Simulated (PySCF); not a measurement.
C₅H₈O₂, SMILES `CC(=O)CC(C)=O`.

Level of theory: PBE0/def2-SVP (PySCF), at a geometry from GFN2-xTB. No frequency check shows the geometry to be a minimum. Without diffuse functions Rydberg states are missing, so the states' numbers hold for this basis only.

Input

```python
import numpy as np
from pyscf import gto, scf, dft, tdscf
from pyscf.scf import atom_ks, atom_hf
from scipy.linalg import block_diag

def solve(mol, dm0=None, hcore=None):
    mf = (dft.UKS if mol.spin else dft.RKS)(mol, xc='pbe0')
    mf.grids.level = 3
    mf = mf.density_fit(auxbasis='def2-universal-jkfit')
    mf.conv_tol, mf.max_cycle = 1e-8, 80
    if hcore is not None:
        mf.get_hcore = lambda *args: hcore
    mf.kernel(dm0)
    if not mf.converged:
        mf = mf.newton().run(mf.mo_coeff, mf.mo_occ, max_cycle=30)
    assert mf.converged, 'SCF not converged'
    return mf

mol = gto.M(atom='''
C     -1.96592     0.89054    -0.29176
C     -1.16448    -0.31306     0.10066
O     -1.36207    -1.42760    -0.30763
C     -0.00016     0.00030     1.03202
C      1.16452     0.31300     0.10065
C      1.96597    -0.89063    -0.29163
O      1.36212     1.42751    -0.30774
H     -1.28803     1.67933    -0.61456
H     -2.52086     1.25592     0.57058
H     -2.66266     0.64295    -1.08810
H     -0.22534     0.87144     1.64346
H      0.22534    -0.87135     1.64355
H      1.28808    -1.67945    -0.61437
H      2.52089    -1.25593     0.57075
H      2.66271    -0.64312    -1.08798
''', basis='def2-svp', charge=0, spin=0, verbose=4)
mf = solve(mol)
td = mf.TDA()
td.nstates, td.singlet, td.conv_tol = 6, True, 1e-5
td.kernel()
td.analyze()
x, y = np.array([p[0] for p in td.xy]), np.array([p[1] + 0 * p[0] for p in td.xy])
f, mu = td.oscillator_strength(), td.transition_dipole()
nto = [td.get_nto(state=i + 1, verbose=4) for i in range(len(td.e))]
# spherically averaged free atoms, for the promolecule
atm = atom_ks.get_atm_nrks(mol, xc='pbe0')
pro = block_diag(*[(atm[a[0]][2] * atm[a[0]][3]) @ atm[a[0]][2].T for a in mol._atom])
np.savez('result.npz', e=td.e, f=f, ok=td.converged, w=[n[0] for n in nto], nto=[n[1] for n in nto], x=x, y=y, c=mf.mo_coeff, occ=mf.mo_occ, eps=mf.mo_energy, pro=pro, mu=mu)
```

Command:

```sh
OMP_NUM_THREADS=1 python input.py
```

The run took 3 min on 1 thread of Intel(R) Xeon(R) 6975P-C (Granite Rapids), on a shared host, peak memory 0.76 GiB.

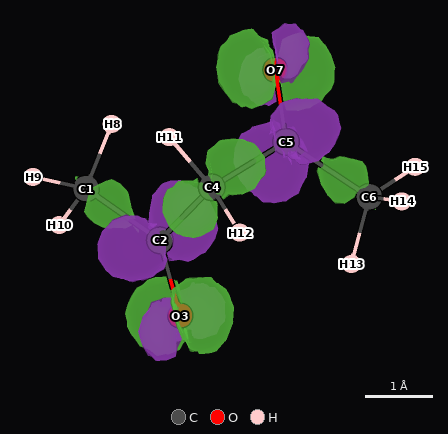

Unrelaxed difference density of S₃ less the ground state (TDA singlet states), ±0.05 e/Å³; purple: gain, green: loss.

How does the charge move on excitation?

0.71 e is displaced in all, of which about 0.4 e passes between atoms: O3 and O7 (0.14 e each) and C4 (0.07 e) lose electrons and C2 and C5 (0.17 e each) gain them. The state: 6.02 eV (206 nm), f = 0.000 (dark); the leading pair carries 85 %; hole on O3 and O7 (30 % each), C4 (12 %) and C2 and C5 (7 % each), electron on C2 and C5 (24 % each), O3 and O7 (16 % each) and C4 (5 %) (shares are of the whole state, not of the leading pair alone); their centroids lie 0.1 Å apart.
